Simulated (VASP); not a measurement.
Band structure of InSb (zinc blende). These are modified Becke-Johnson potential (mBJ), VASP's PBE PAW potentials (set 64) (plane waves; VASP) values and carry that method's errors.

mBJ is a potential without an energy functional, so only the levels count. Unless said otherwise, spin-orbit coupling is left out, though it shifts the bands of the heavy elements here.

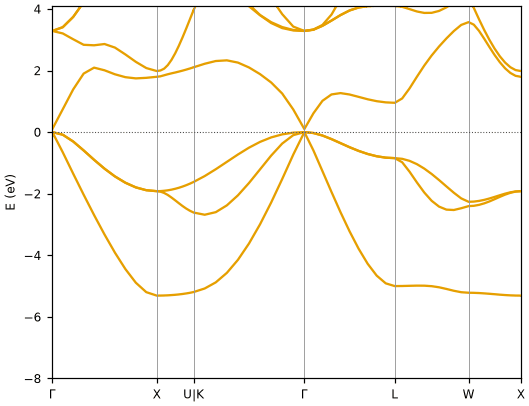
Fig. 1. Bands along high-symmetry lines, zero at the valence-band maximum or, without a gap, the Fermi level

Task: Read the plot: is there a gap, and where are the band edges?

Result: The gap is direct, 0.10 eV, from the valence maximum at Γ to the conduction minimum at Γ.

The compound is InSb in the zinc blende structure. It was relaxed first, which changed the volume by +7 %. The cell's shape comes from a PBE relaxation.
